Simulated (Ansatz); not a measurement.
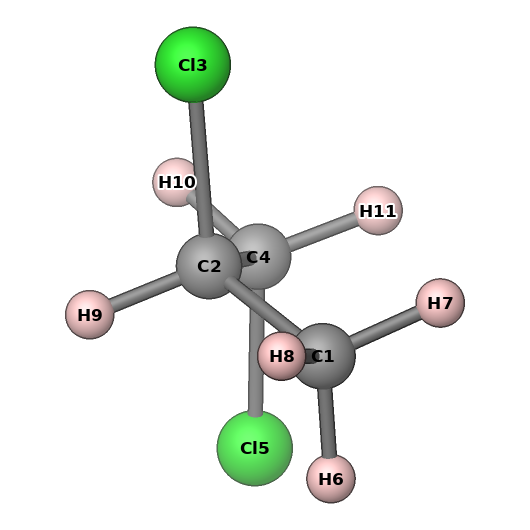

C4 lies behind C2. The molecule seen a little off the C2–C4 bond, C2 in front. Distant atoms are faded towards the background colour. Computed geometry: PBE0-D4/def2-TZVP optimisation.

**What is the torsion angle Cl3–C2–C4–Cl5? The sign is positive where the front bond must turn clockwise to cover the back bond.**

−173°, antiperiplanar (anti). The bonds about C2–C4 are staggered.
